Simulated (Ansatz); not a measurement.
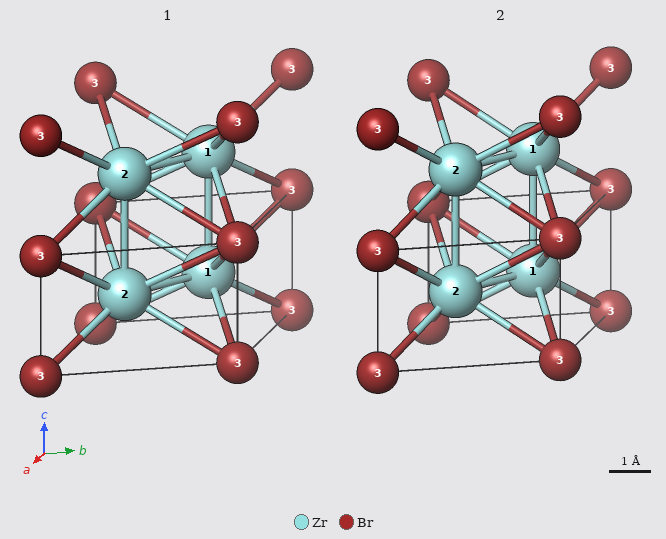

Two geometries of crystalline Zr$_{2}$Br (a generated structure, set up in P6/mmm) (coarse preliminary run), drawn at one scale. One is the start of a relaxation, the other its converged end. The picture is a ball-and-stick view of the cell of the calculation, repeated 1 × 1 × 2 with one cell outlined, seen slightly off an axis.

Method: DFT PBE, scalar-relativistic, plane waves, PAW (Ansatz). Settings: plane-wave cutoff 420 eV; k-point mesh 6 × 6 × 6; occupations gaussian; smearing width 0.1 eV; no spin polarisation; cell and atoms relaxed; force threshold 0.04 eV/Å; at most 70 steps.

### Which of the two is the end point?

Structure 1 is the relaxed one. Over 4 accepted moves (5 points after the start) the energy falls by 0.314 eV per cell of the calculation. All forces vanish by symmetry, so only the cell relaxes. Pressure: 8.16 GPa at the start and 0.07 GPa at the end. At 1 point the geometry stayed and the basis and grid were re-selected for the new cell (energy shift of 1.7 meV per cell of the calculation at most each time). The atoms keep their places relative to the cell (all moves are under 0.005 Å). The volume changes by +15.0 %, with a = b 4.706 → 5.075 Å (+7.8 %), c 3.159 → 3.125 Å (−1.1 %). Near-neighbour distances that change, for instance: Zr1–Zr2 2.717 → 2.930 Å, Zr1–Br3 3.143 → 3.321 Å, Zr1–Zr1 3.159 → 3.125 Å. The space group stays P6/mmm (No. 191). Cost: 16 s on 1 thread of Arm Neoverse V1, on a shared host, peak memory 0.35 GiB.
